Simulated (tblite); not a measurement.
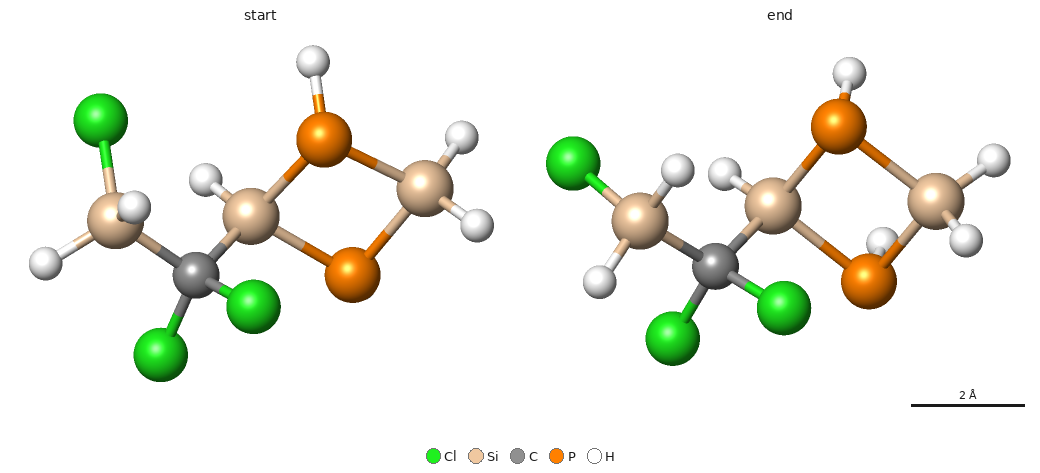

The structure of CH7Cl3P2Si3 before (left) and after (right) a relaxation, at one scale.

A ball-and-stick model, seen at a tilt.

The calculation used tblite, GFN2-xTB geometry optimisation, gas phase. 

> Summarise the run.

The atom that moves furthest after the best rigid fit is a Cl atom (1.14 Å). By element the largest moves are Cl 1.14 Å, H 1.10 Å, Si 0.39 Å, P 0.25 Å, C 0.24 Å. Some distances before and after: Cl–Si 3.298 → 3.803 Å, Cl–Si 2.081 → 1.998 Å, P–Si 2.204 → 2.275 Å, H–P 1.450 → 1.382 Å. Among the angles between lasting bonds that change: Si–P–H 116.1° → 94.6°, Si–P–H 111.6° → 94.5°, Si–P–H 112.1° → 95.4°. Groups turn about C–Si by about 40°, P–Si by about 20°, P–Si by about 20°. The energy falls by 0.968 eV in 140 geometry steps.
